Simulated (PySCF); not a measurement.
**Frequency calculation of PNH₂**

- system: PNH₂
- method: RKS-based PBE0, P def2-TZVP, N def2-TZVP, H def2-TZVP; non-relativistic Hamiltonian; density fitting (PySCF 2.14.0)

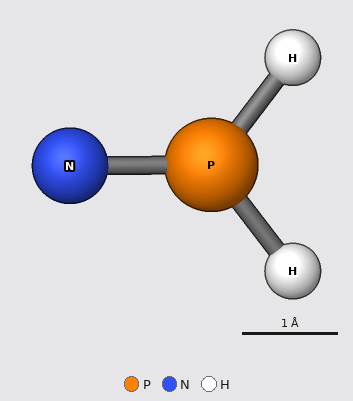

Fig. 1: The structure (ball-and-stick view, seen at a tilt). Bond lengths as drawn: H–P 1.42 Å and N–P 1.50 Å.

**Results in brief**

| quantity | value |
| --- | --- |
| outcome | converged |
| total energy | −397.037128 hartree |
| HOMO | −7.28 eV |
| LUMO | −2.47 eV |
| zero-point energy | 0.019282 hartree |
| dipole moment | 4.12 D |
| wavenumbers, lowest and highest | 520 and 2382 cm⁻¹ |
| hardware | 2 threads of Arm Neoverse N1, 98 GiB of memory available, shared host |
| wall time | 22 s (CPU time 38 s) |
| peak memory | 0.93 GiB |

**The input**
```python
from pyscf import gto, scf, dft
mol = gto.M(atom='''
P      0.205522     0.355978     0.000000
N     -0.546530    -0.946627     0.000000
H      1.612520     0.543949     0.000000
H     -0.335200     1.668455     0.000000''',
    basis={'P': 'def2-TZVP', 'N': 'def2-TZVP', 'H': 'def2-TZVP'},
    charge=0, spin=0)
mf = dft.RKS(mol, xc='PBE0')
mf.grids.atom_grid = (75, 302)
aux = {'P': 'def2-universal-JKFIT', 'N': 'def2-universal-JKFIT', 'H': 'def2-universal-JKFIT'}
mf = mf.density_fit(auxbasis=aux)
mf.conv_tol = 1e-09
mf.diis_space = 10
mf.max_cycle = 60
mf.verbose = 4
mf.kernel()
```

The script is an equivalent of the set-up of the self-consistent field. The run itself was carried out by a driver, which started from the orbitals of the step before it where there was one and computed the further properties.

Launched with:
```bash
OMP_NUM_THREADS=2 python axn.py task.json out
```

**Log**
```
init E= -397.037128233096
  HOMO = -0.267704780801413  LUMO = -0.0908175721914759  gap/eV = 4.81335
cycle= 1 E= -397.037128233097  delta_E= -7.96e-13  |g|= 1.34e-06  |ddm|= 1.38e-06
  HOMO = -0.267705259452967  LUMO = -0.0908178147978091  gap/eV = 4.81335
Extra cycle  E= -397.037128233093  delta_E= 3.87e-12  |g|= 3.71e-06  |ddm|= 3.39e-06
converged SCF energy = -397.037128233093
```

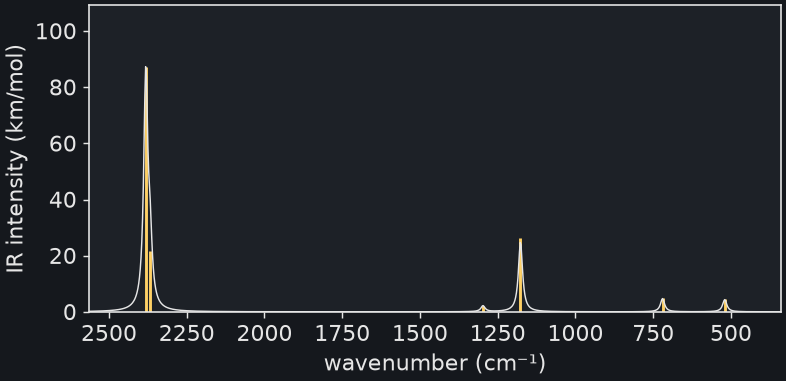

Fig. 2: Harmonic infrared spectrum, unscaled: sticks (degenerate modes added up, dark ones marked on the axis) with a Lorentzian envelope of 16 cm⁻¹ full width, scaled to the tallest stick. 6 modes from 520 to 2382 cm⁻¹, none imaginary. The strongest line is at 2382 cm⁻¹ (87 km/mol). All modes, in cm⁻¹ (km/mol): 520 (4.6), 720 (5.0), 1177 (26), 1297 (2.2), 2368 (22), 2382 (87).
